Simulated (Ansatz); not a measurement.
**Cl₃H₃O₃W: taking an electron away**

Aim: the vertical ionisation energy of Cl₃H₃O₃W, as cation minus neutral at the neutral's geometry, on several levels, and how well −ε(HOMO) stands in for it.

Computed with Ansatz 0.2.0, Gaussian basis. Level: unrestricted cation, the program's frozen cores in correlated methods.

Plan: UKS PBE-D4/def2-TZVPP; UKS r2SCAN-D4/def2-TZVPP; UKS PBE0-D4/def2-TZVPP; UKS B3LYP-D4/def2-TZVPP; UKS wB97X-V/def2-TZVPP; UKS wB97M-V/def2-TZVPP; UKS B2PLYP/def2-TZVPP; UHF-CCSD(T)/def2-TZVPP; UHF-MP2/def2-QZVPP; extrapolation to the limit; then −ε(HOMO) from the neutral's earlier runs with LDA (SPW92), PBE-D4, revPBE-D4, BLYP-D4, r2SCAN-D4, B97M-V, PBE0-D4, B3LYP-D4, r2SCANh-D4, r2SCAN0-D4, HSE06-D4, BHLYP-D4, CAM-B3LYP-D4, LC-ωPBE, ωB97X-V, ωB97M-V.

## Step 1: The geometry

An earlier PBE0-D4 in a triple-zeta def2 set relaxation fixed the geometry. W takes the def2 core potential; no spin-orbit term is included.

SMILES `[OH][W]([OH])([OH])([Cl])([Cl])[Cl]`, 10 atoms, charge 0, spin multiplicity 1.

Atoms are counted from 1 here; the program's logs count them from 0.

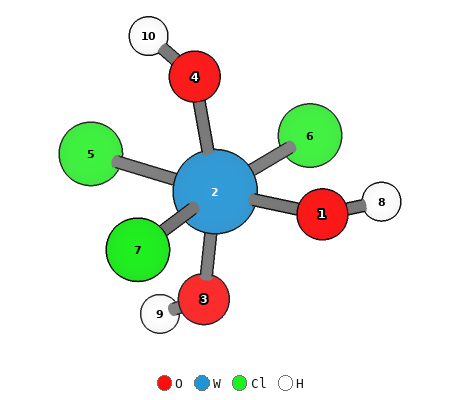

The geometry (oxygen red, tungsten blue, chlorine green, hydrogen white); atoms are numbered from 1 in the order of the file.

## Step 2: Cation, UKS PBE-D4/def2-TZVPP

in.yaml reads:

```yaml
crystal:
  periodic: [false, false, false]
  atoms:
    - {symbol: O, position_ang: [-0.676504, -1.763011, -0.378251]}
    - {symbol: W, position_ang: [0.081102, -0.088302, -0.097817]}
    - {symbol: O, position_ang: [1.153544, -0.503132, 1.358502]}
    - {symbol: O, position_ang: [-0.776611, 0.841253, -1.455514]}
    - {symbol: Cl, position_ang: [0.782861, 2.120837, 0.476233]}
    - {symbol: Cl, position_ang: [-1.778595, 0.214818, 1.322604]}
    - {symbol: Cl, position_ang: [1.793318, -0.627353, -1.529770]}
    - {symbol: H, position_ang: [-1.487055, -2.095377, 0.018941]}
    - {symbol: H, position_ang: [1.658678, 0.111040, 1.898886]}
    - {symbol: H, position_ang: [-0.750725, 1.789226, -1.613814]}
basis:
  gaussian: {orbitals: def2-TZVPP}
total_charge: 1
magnetization: {spin_polarized: true, initial_magnetization: 1}
hamiltonian: {xc: pbe, dispersion: d4}
```

Launch:

```
$ ansatz run in.yaml --threads 2 --pin off --events-out ev --progress --plain --max-ram 32768MiB --backend cuda --devices 0, --max-vram 18GiB
```

After this run come: Cation, UKS r2SCAN-D4/def2-TZVPP; Cation, UKS PBE0-D4/def2-TZVPP; Cation, UKS B3LYP-D4/def2-TZVPP; Cation, UKS wB97X-V/def2-TZVPP; Cation, UKS wB97M-V/def2-TZVPP; Cation, UKS B2PLYP (frozen core)/def2-TZVPP; Cation, UHF-CCSD(T)/def2-TZVPP; Cation, UHF-MP2/def2-QZVPP.

Q: Predict the results of all the runs planned. Wanted: ionisation energy, CCSD(T)/CBS; nearest functional by difference; nearest −ε(HOMO); −ε(HOMO) of PBE; T1 of the cation.

The runs gave:

| quantity | value |
| --- | --- |
| ionisation energy, CCSD(T)/CBS | 10.88 eV |
| nearest functional by difference | ωB97X-V (-0.02 eV) |
| nearest −ε(HOMO) | ωB97X-V (+0.07 eV) |
| −ε(HOMO) of PBE | 7.21 eV |
| T1 of the cation | 0.035 |

Energy differences with functionals land within 0.91 eV of the reference. The PBE orbital energy is 3.7 eV too small: a semilocal HOMO is no ionisation energy. Among orbital estimates ωB97X-V comes nearest. Hartree-Fock falls 0.66 eV short, as the neutral has more correlation energy than the cation. The cation's T1 (from the report) is 0.035, near the customary mark of 0.045 for open shells, so the coupled-cluster value is less safe. Correlated methods include outer-core shells of W, which these sets cover unevenly.
